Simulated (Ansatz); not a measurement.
C2H6Al (SMILES [CH2][AlH][CH3]) (doublet)

Input

```
crystal:
  periodic: [false, false, false]
  atoms:
    - {symbol: C, position_ang: [-0.815212, -0.362357, 0.233150]}
    - {symbol: C, position_ang: [-3.354224, 0.259244, -1.933657]}
    - {symbol: Al, position_ang: [-1.446285, 0.004517, -1.560440]}
    - {symbol: H, position_ang: [0.240745, -0.513512, 0.500658]}
    - {symbol: H, position_ang: [-1.467698, -0.446188, 1.114935]}
    - {symbol: H, position_ang: [-0.373958, 0.095836, -2.730176]}
    - {symbol: H, position_ang: [-3.989059, 0.170968, -1.036891]}
    - {symbol: H, position_ang: [-3.714263, -0.478258, -2.673548]}
    - {symbol: H, position_ang: [-3.540200, 1.252771, -2.380085]}
basis:
  gaussian: {orbitals: def2-TZVPD}
total_charge: 0
magnetization: {spin_polarized: true, initial_magnetization: 1}
hamiltonian: {xc: pbe0}
output: {forces: true, orbitals: {seedname: orbitals}}
```

Launched as:

```sh
ansatz run input.yaml --threads 1 --pin off --max-ram 2610MiB --events-out events.jsonl --progress --plain --runs-dir runs
```

Geometry: B3LYP-D3(BJ)/def2-SVP.

Method: Ansatz, isolated molecule in a Gaussian basis; Kohn-Sham density functional theory, functional PBE0.

> What will maps of the electron density, electron localisation function and spin density show?

C–Al (1.94 Å): the density is about 0.72 e/Å³ at the midpoint; the ELF peaks at about 0.95 between the atoms: a polar covalent bond.
C–H (1.10 Å): the density is about 2 e/Å³ at the midpoint; the ELF climbs to about 1 towards the hydrogen, as it does in any bond to H: a covalent bond by its length.
Al–H (1.59 Å): ρ is about 0.55 e/Å³ halfway; the ELF climbs to about 1 towards the hydrogen.
The unpaired spin (1 electron) lies mostly on C1 (about 0.7) and Al3 (about 0.2), in electrons by Hirshfeld's partition.

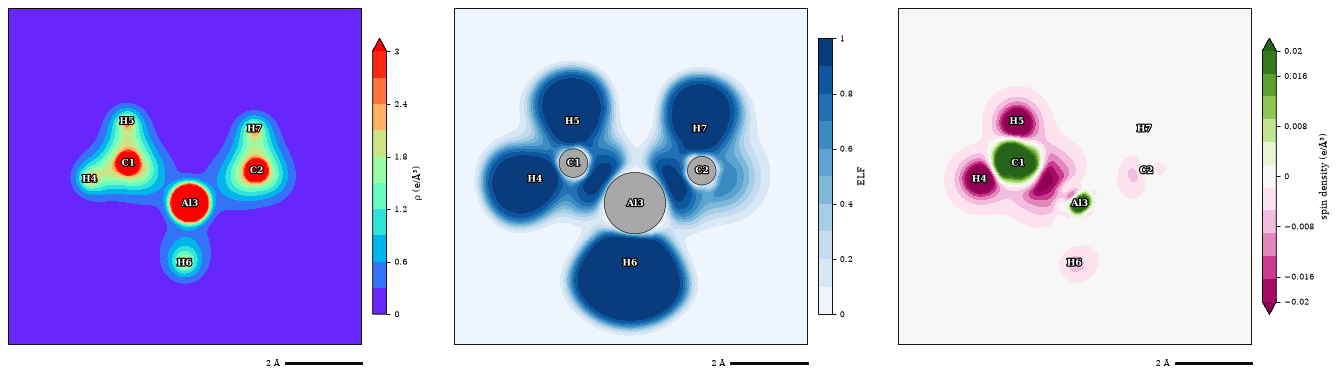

Computed electron density, electron localisation function and spin density on the plane of atoms C1, Al3 and H6, in this order. Grey discs cover the atomic cores in the ELF map. 
